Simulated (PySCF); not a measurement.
Run report: C2H11NSi2, excited-state calculation

The run: excited-state calculation of C2H11NSi2. Method and program: TDDFT PBE0/def2-SVPD, vertical, gas phase, core orbitals frozen in the response (PySCF 2.14.0).

The geometry comes from this level: GFN2-xTB.

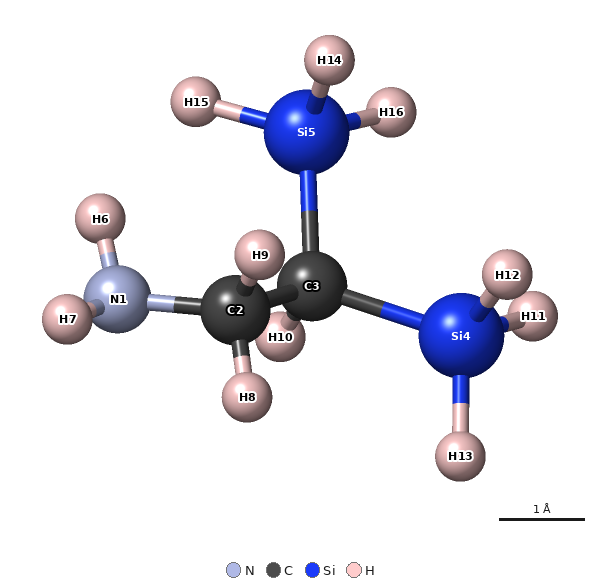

*The structure (ball-and-stick view, seen at a tilt; atoms are numbered from 1 in the order of the input).*

**Input**
```
{"job": {"kind": "uv", "xc": "PBE0", "basis": "def2-SVPD", "nstates": 6, "ntriplets": 2}, "charge": 0, "multiplicity": 1}
N     -1.760469    -1.213960    -0.778960
C     -0.415744    -1.167560    -0.227629
C      0.218476     0.206649    -0.443153
Si     2.093860     0.124515    -0.120266
Si    -0.640090     1.571815     0.573559
H     -2.363673    -0.564679    -0.285592
H     -2.153674    -2.143226    -0.673947
H      0.163232    -1.933657    -0.756131
H     -0.381138    -1.418629     0.848100
H      0.079099     0.453012    -1.501010
H      2.693118     1.433403    -0.381242
H      2.349205    -0.263439     1.269870
H      2.702607    -0.873575    -1.005328
H     -0.685320     1.165291     1.982701
H     -2.015663     1.810892     0.119824
H      0.108575     2.822092     0.444939
```

The first line tells a small driver script what to run in PySCF; the rest is the geometry in Å.

Launched with:
```bash
OMP_NUM_THREADS=1 python <driver script> task.json out
```

**The program's output**
```
coarse grid: 13304 points
cycle   1  E = -715.7457808581  dE =  7.994e-02  |g| = 3.864e-01  |ddm| = 4.774e+00
cycle   2  E = -715.7204805800  dE =  2.530e-02  |g| = 5.017e-01  |ddm| = 2.592e+00
cycle   3  E = -715.7831273133  dE = -6.265e-02  |g| = 3.816e-02  |ddm| = 1.509e+00
cycle   4  E = -715.7835147124  dE = -3.874e-04  |g| = 8.856e-03  |ddm| = 9.513e-02
cycle   5  E = -715.7835343732  dE = -1.966e-05  |g| = 3.485e-03  |ddm| = 2.638e-02
cycle   6  E = -715.7835374505  dE = -3.077e-06  |g| = 6.260e-04  |ddm| = 6.146e-03
final grid: 116352 points
cycle   7  E = -715.8697177643  dE = -2.467e-05  |g| = 6.567e-03  |ddm| = 1.144e-01
cycle   8  E = -715.8697082169  dE =  9.547e-06  |g| = 9.041e-03  |ddm| = 3.657e-02
cycle   9  E = -715.8697284836  dE = -2.027e-05  |g| = 3.436e-04  |ddm| = 2.132e-02
cycle  10  E = -715.8697285160  dE = -3.238e-08  |g| = 9.407e-05  |ddm| = 1.063e-03
cycle  11  E = -715.8697285180  dE = -2.013e-09  |g| = 4.089e-05  |ddm| = 2.231e-04
cycle  12  E = -715.8697285184  dE = -4.042e-10  |g| = 8.702e-06  |ddm| = 7.564e-05
```

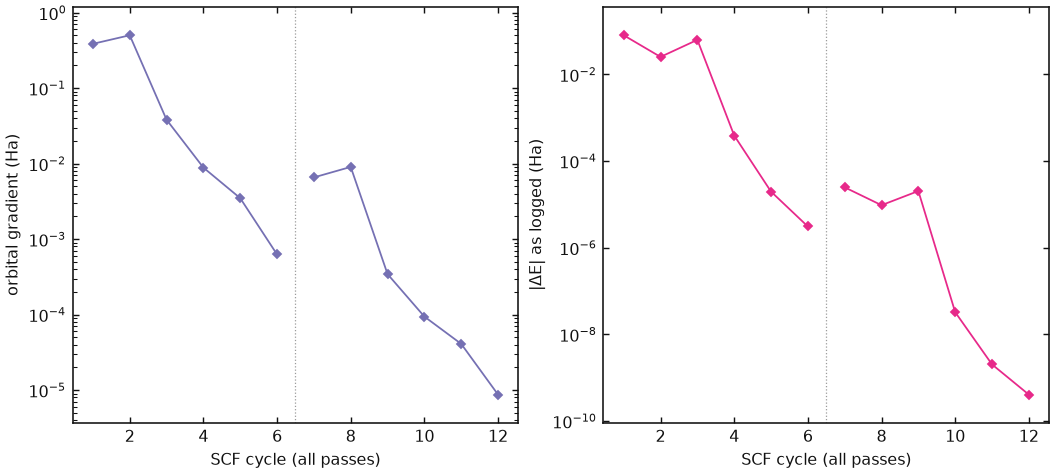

*Convergence of the self-consistent field: orbital gradient and size of the energy change against the SCF cycle. The dotted line marks the change from a coarse to the final integration grid.*

The first 6 cycles use a coarse grid, the final grid takes over at cycle 7, and the field converges after 12 cycles in all.

```
converged SCF energy = -715.8697285184

Static polarisability (au): isotropic 89.157, principal 76.447 91.979 99.047

Singlet excitations
state   eV       nm        f      main configurations
  1   6.1047    203.1   0.01061   H->L 0.84, H->L+2 0.13
  2   6.7022    185.0   0.00867   H->L+1 0.63, H->L+2 0.26
  3   6.8500    181.0   0.00278   H->L+2 0.53, H->L+1 0.30
  4   7.1201    174.1   0.00638   H->L+3 0.80, H->L+5 0.10
  5   7.2444    171.1   0.00233   H->L+5 0.65, H->L+4 0.16
  6   7.3601    168.5   0.01023   H->L+4 0.72, H->L+5 0.12

Triplet excitations (Tamm-Dancoff, eV): 5.8637 6.5558
```

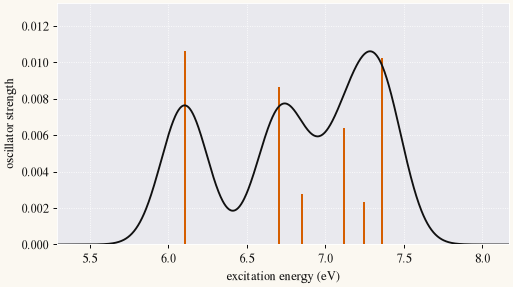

*Computed excitations as sticks (degenerate states added up, dark ones marked on the axis), with a Gaussian envelope of 0.35 eV full width at half maximum, scaled to the tallest.*

Of the 6 states the lowest lies at 6.10 eV (f = 0.011); the strongest line is at 6.10 eV, or 203 nm (f = 0.011).

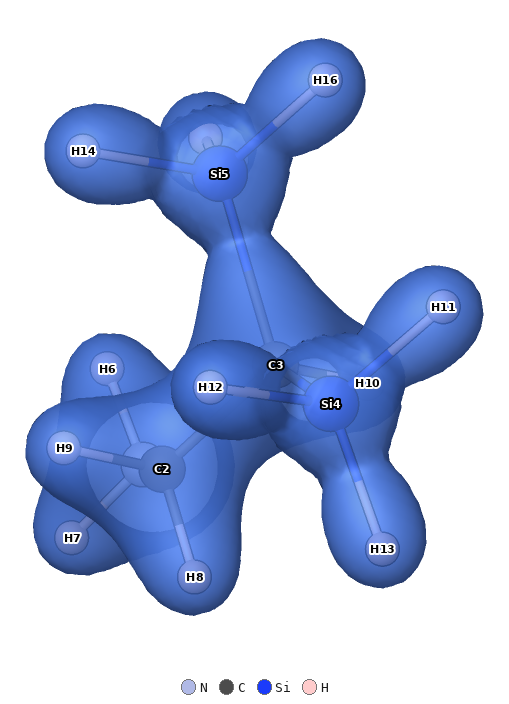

*Isosurface of the total electron density at 0.6 e/Å³ (blue), seen at an oblique angle.*

At this value the surface is in one piece. On the grid the lowest density along these lines, outside the cores, is 1.8 e/Å³ (C–N, 1.45 Å), 1.6 e/Å³ (C–C, 1.53 Å), 0.74 e/Å³ (C–Si, 1.90 Å) and 2.3 e/Å³ (N–H, 1.01 Å).

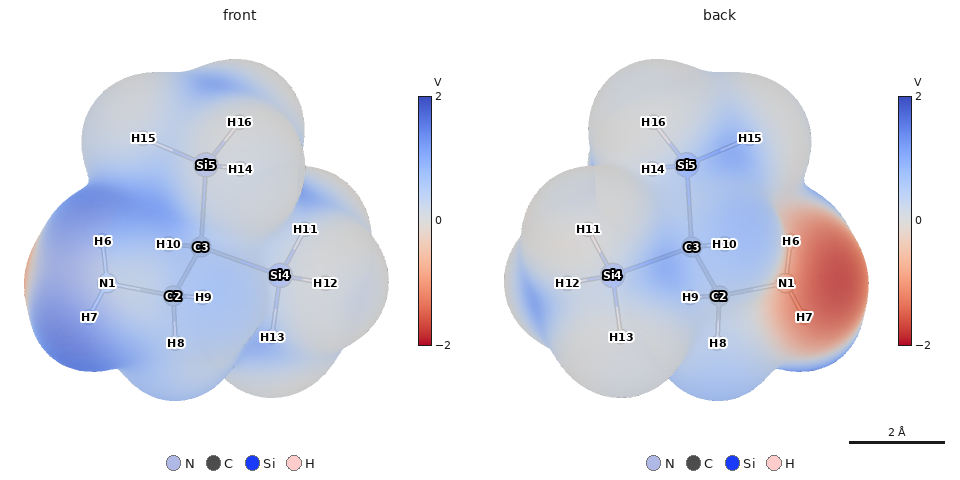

*The molecular electrostatic potential painted on the density surface at 0.002 e/bohr³, seen at a tilt and from behind; red is negative and blue positive.*

**Summary**

- outcome: converged
- total energy: −715.869729 hartree
- HOMO: −7.06 eV
- LUMO: 0.27 eV
- dipole moment: 1.08 D
- mean polarisability: 89.16 a.u.
- lowest singlet excitation: 6.10 eV
- hardware: 1 CPU thread, shared host
- wall time: 42 s
- peak memory: 0.82 GiB
